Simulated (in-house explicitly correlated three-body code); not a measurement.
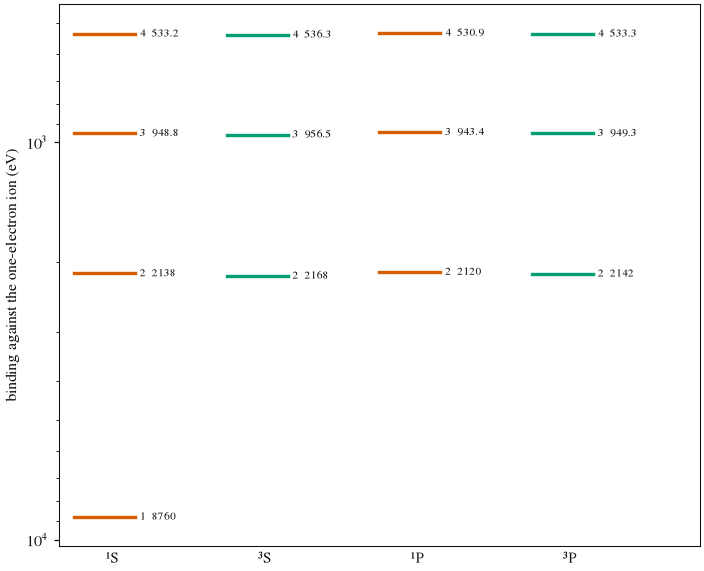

Two electrons around a point charge of unknown size. Computed variationally in 260 exponentially correlated functions with an in-house code, non-relativistic, converged to about 10⁻⁸ of the energy. The plot shows the bound S and P states that converged, by term and principal number n, on a logarithmic scale of binding.

What is the nuclear charge?

Answer. Z = 26 (iron). The outer electron of the excited states sees a charge of Z − 1, so they are bound by about 13.6 (Z − 1)²/n² eV. The ground state is bound by 8760 eV. The n = 2 states drawn run, from the deepest, 2 ³S (2168 eV), 2 ³P (2142 eV), 2 ¹S (2138 eV), 2 ¹P (2120 eV). Exchange puts 2 ³S below 2 ¹S by 29.2 eV and 2 ³P below 2 ¹P by 21.9 eV. Quantum defects n − (Z − 1)/√(2 E(binding)): 2 ³S 0.019, 2 ³P 0.007, 2 ¹S 0.006, 2 ¹P −0.003.
